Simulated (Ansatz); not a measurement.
# doublet BH−: levels of theory compared

We compute a comparison of 6 runs (UHF/3-21G, UB3LYP/6-31G*, U-revPBE/def2-TZVPPD, UBHLYP/def2-TZVPPD, USVWN5/def2-TZVPPD, RPA@PBE0/def2-TZVPPD) of doublet BH−. 

Program for the calculation: Ansatz 0.2.0.

36 further runs of the same task are left out: 36 set aside as unsound or not needed.

### Step 1. The structure to begin with

BH− has 2 atoms, charge -1, and is taken as a doublet. SMILES of the parent species: `[BH]`. The bond length is the one measured for the parent species. That shape belongs to the parent species and isn't relaxed for this state.

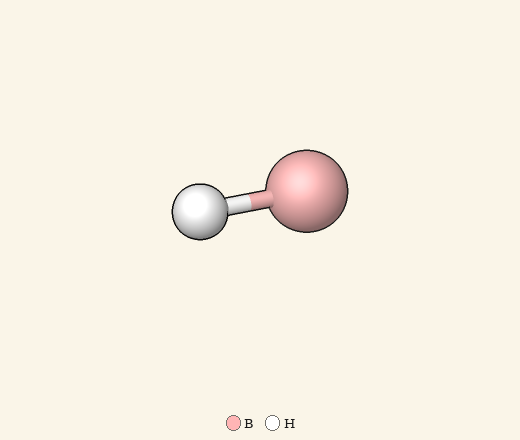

Viewed from a chosen angle; boron pink, hydrogen white.

### Step 2. The energy at UHF/3-21G (run 1)

Contents of input.yaml:

```yaml
crystal:
  periodic: [false, false, false]
  atoms:
    - {symbol: B, position_ang: [0.000000, 0.000000, 0.000000]}
    - {symbol: H, position_ang: [0.000000, 0.000000, 1.232400]}
basis:
  gaussian:
    orbitals: 3-21G.json
hamiltonian:
  xc: hf
accuracy: high
output:
  orbitals: {seedname: orbitals}
magnetization:
  spin_polarized: true
  initial_magnetization: 1
total_charge: -1
```

The basis set 3-21G is read from a file made from the Basis Set Exchange's data (not shown).

Launch:

```
$ ansatz run input.yaml --threads 1 --pin off --max-ram 3480MiB --events-out events.jsonl --progress --plain --runs-dir runs
```

What it wrote:

```text
Warning: RAYON_NUM_THREADS=1 ignored (pool sized by the plan → 1); use --threads N
Functional definition: HF
  name "HF"
  exchange = exact_x
  correlation = 0
210 factors; integrals over basis functions are off by at most 2.8e-9 eV
mean field evaluation 1: about -677.8215 eV, gradient 6.6e0 eV
mean field evaluation 2: about -677.8217 eV, gradient 6.6e0 eV
mean field evaluation 4: about -678.2956 eV, gradient 4.7e-1 eV
mean field evaluation 8: about -678.2982 eV, gradient 3.5e-4 eV
mean field evaluation 16: about -678.3830 eV, gradient 7.1e-2 eV
mean field evaluation 32: about -678.2982 eV, gradient 1.6e-6 eV
mean field evaluation 64: about -678.2955 eV, gradient 4.7e-1 eV
mean field -678.38323160 eV, -24.9301239367 hartree, gradient 4.5e-8 eV, S^2 1.108796; 3 other end points of the search recorded, 0 dependent functions left out
reference -678.38323160 eV, -24.9301239367 hartree; 4, 3 occupied and 7, 8 virtual orbitals, 210 factors
Total energy: -678.38323160 eV, -24.9301239367 hartree
```

Wall time 0.08 s (1 thread of Arm Neoverse V2, shared host).

### Step 3. The energy at UB3LYP/6-31G(d) (spherical functions) (run 2)

Changes to input.yaml since step 2:

```diff
@@ -7,8 +7,9 @@
   gaussian:
-    orbitals: 3-21G.json
+    orbitals: 6-31G_st_-spherical.json
 hamiltonian:
-  xc: hf
-accuracy: high
+  xc: {name: B3LYP}
 output:
   orbitals: {seedname: orbitals}
+accuracy: high
+total_charge: -1
 magnetization:
@@ -16,2 +17 @@
   initial_magnetization: 1
-total_charge: -1
```

The basis set 6-31G* is read from a file made from the Basis Set Exchange's data (not shown).

Launch:

```
$ ansatz run input.yaml --threads 1 --pin off --max-ram 3480MiB --events-out events.jsonl --progress --plain --runs-dir runs
```

What it wrote:

```text
Warning: RAYON_NUM_THREADS=1 ignored (pool sized by the plan → 1); use --threads N
Functional definition: B3LYP
  name "B3LYP"
  parameter a0 = 0.2
  parameter ax = 0.72
  parameter ac = 0.81
  exchange = (1 - a0 - ax)*slater_x + ax*b88_x + a0*exact_x
  correlation = (1 - ac)*vwn_rpa_c + ac*lyp_c
283 factors; integrals over basis functions are off by at most 1.6e-9 eV
mean field evaluation 1: about -686.9302 eV, gradient 4.1e0 eV
mean field evaluation 2: about -687.0558 eV, gradient 1.5e0 eV
mean field evaluation 4: about -687.0677 eV, gradient 3.5e-1 eV
mean field evaluation 8: about -687.0688 eV, gradient 2.6e-3 eV
mean field evaluation 16: about -687.0688 eV, gradient 2.5e-8 eV
mean field -687.06882452 eV, -25.2493135890 hartree, gradient 2.9e-8 eV, S^2 0.752553; 1 other end points of the search recorded, 0 dependent functions left out
reference -687.06884804 eV, -25.2493144534 hartree; 4, 3 occupied and 12, 13 virtual orbitals, 283 factors
Total energy: -687.06884804 eV, -25.2493144534 hartree
```

Run time: 0.54 s. Hardware: 1 thread of Arm Neoverse V2, shared host.

Run 3 isn't shown in full; the table further down has it.

### Step 4. A single-point energy at UBHLYP/def2-TZVPPD (run 4)

Contents of in.yaml:

```yaml
crystal:
  periodic: [false, false, false]
  atoms:
    - {symbol: B, position_ang: [0.000000, 0.000000, 0.000000]}
    - {symbol: H, position_ang: [0.000000, 0.000000, 1.232400]}
basis:
  gaussian:
    orbitals: def2-TZVPPD.json
total_charge: -1
magnetization:
  spin_polarized: true
  initial_magnetization: 1
output:
  orbitals: {seedname: orbitals}
accuracy: high
hamiltonian:
  xc: {name: BHLYP}
```

The basis set def2-TZVPPD is read from a file made from the Basis Set Exchange's data (not shown).

Launch:

```
$ ansatz run in.yaml --threads 1 --pin off --max-ram 3480MiB --events-out events.jsonl --progress --plain --runs-dir runs
```

What it wrote:

```text
Warning: RAYON_NUM_THREADS=1 ignored (pool sized by the plan → 1); use --threads N
Functional definition: BHLYP
  name "BHLYP"
  parameter a = 0.5
  exchange = (1 - a)*b88_x + a*exact_x
  correlation = lyp_c
691 factors; integrals over basis functions are off by at most 3.4e-9 eV
mean field evaluation 1: about -687.3910 eV, gradient 6.6e0 eV
mean field evaluation 2: about -687.8410 eV, gradient 3.9e0 eV
mean field evaluation 4: about -687.9766 eV, gradient 1.9e-1 eV
mean field evaluation 8: about -687.9776 eV, gradient 1.3e-2 eV
mean field evaluation 16: about -687.9776 eV, gradient 8.6e-6 eV
mean field evaluation 32: about -687.9776 eV, gradient 2.6e-8 eV
mean field -687.97760537 eV, -25.2827106692 hartree, gradient 2.6e-8 eV, S^2 0.756931; 3 other end points of the search recorded, 0 dependent functions left out
reference -687.97762334 eV, -25.2827113296 hartree; 4, 3 occupied and 50, 51 virtual orbitals, 691 factors
Total energy: -687.97762334 eV, -25.2827113296 hartree
```

It took 1.5 s on 1 thread of Arm Neoverse V2, shared host; peak memory 0.1 GiB.

Run 5 isn't shown in full; the table further down has it.

### Step 5. The energy at RPA@PBE0/def2-TZVPPD (run 6)

Contents of run.yaml:

```yaml
crystal:
  periodic: [false, false, false]
  atoms:
    - {symbol: B, position_ang: [0.000000, 0.000000, 0.000000]}
    - {symbol: H, position_ang: [0.000000, 0.000000, 1.232400]}
basis:
  gaussian:
    orbitals: def2-TZVPPD.json
hamiltonian:
  xc: {name: PBE0}
total_charge: -1
correlation:
  method: rpa
  frozen_orbitals: {B: 1, H: 0}
accuracy: high
magnetization:
  spin_polarized: true
  initial_magnetization: 1
```

The basis set def2-TZVPPD is read from a file made from the Basis Set Exchange's data (not shown).

Launch:

```
$ ansatz run run.yaml --threads 1 --pin off --max-ram 3480MiB --events-out events.jsonl --progress --plain --runs-dir runs
```

What it wrote, shortened:

```text
Warning: RAYON_NUM_THREADS=1 ignored (pool sized by the plan → 1); use --threads N
Functional definition: PBE0
  name "PBE0"
[...]
691 factors; integrals over basis functions are off by at most 3.4e-9 eV
[...]
mean field -687.22873154 eV, -25.2551900635 hartree, gradient 8.4e-8 eV, S^2 0.773693; 6 other end points of the search recorded, 0 dependent functions left out
1 core orbitals not correlated: weight in the atoms' cores, before any rotation towards them, 1.000 or more for the frozen orbitals, at most 0.000 for the correlated occupied ones
reference -683.23093047 eV, -25.1082735843 hartree; 3, 2 occupied and 50, 51 virtual orbitals, 691 factors
Total energy: -687.98192164 eV, -25.2828692896 hartree
```

Wall time 4.2 s (1 thread of Arm Neoverse V2, shared host); peak memory 0.14 GiB.

### Step 6. The series

```csv
run,level,frozen core orbitals,energy (Eh),HOMO energy (eV),LUMO energy (eV),⟨S²⟩,wall time
1,UHF/3-21G,–,-24.930124,0.82,10.23,1.109,0.08 s
2,UB3LYP/6-31G* (spherical functions),–,-25.249314,4.22,6.40,0.753,0.54 s
3,U-revPBE/def2-TZVPPD,–,-25.292624,2.83,3.32,0.756,5.1 s
4,UBHLYP/def2-TZVPPD,–,-25.282711,1.21,4.65,0.757,1.5 s
5,USVWN5/def2-TZVPPD,–,-24.988190,2.77,2.90,0.754,1.3 s
6,RPA@PBE0/def2-TZVPPD,1,-25.282869,–,–,0.774,4.2 s
```

### Step 7. Results

```
                                quantity         value
                     run 6: total energy  -25.28287 Eh
 run 6: RPA correlation energy (valence)    -174.6 mEh
run 6: ⟨S²⟩ of the reference determinant         0.774
```

**Reading.** Totals of different functionals can't be ranked against each other. In runs 1, 2, 3, 4, 5 the HOMO lies above zero, so the outermost electron may be held by the basis alone. Spin contamination of the reference: run 1 ⟨S²⟩ = 1.11. All runs together took 13 s, the longest 5.1 s.
